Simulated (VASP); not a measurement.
Data:

```yaml
crystal:
  lattice:
    - [3.72141, 0.00000, 0.00000]
    - [-1.86070, 3.22283, 0.00000]
    - [0.00000, 0.00000, 5.73106]
  atoms:
    - { symbol: Ru, position: [0.33333, 0.66667, 0.99230] }
    - { symbol: Ru, position: [0.66667, 0.33333, 0.49230] }
    - { symbol: P, position: [0.33333, 0.66667, 0.38270] }
    - { symbol: P, position: [0.66667, 0.33333, 0.88270] }
```

Calculation: PBEsol GGA, VASP's PBE PAW potentials (set 64) (plane waves; VASP). Run with 400 eV cut-off, 11×11×6 Γ-centred mesh, tetrahedra with Blöchl corrections, potentials Ru_pv P.

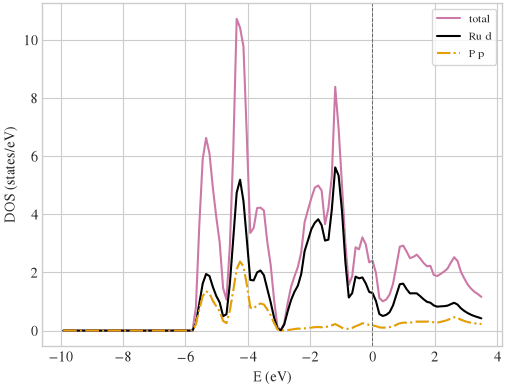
*Total and projected density of states, zero at the Fermi level*

Within 2 eV below the Fermi level the largest weight inside VASP's projection spheres is Ru d.

It has no gap at this level: it comes out as a metal or semimetal.

The structure was generated: RuP was put into the wurtzite type (P6_3mc), which need not be its known phase. It was relaxed first, which changed the volume by -31 %.
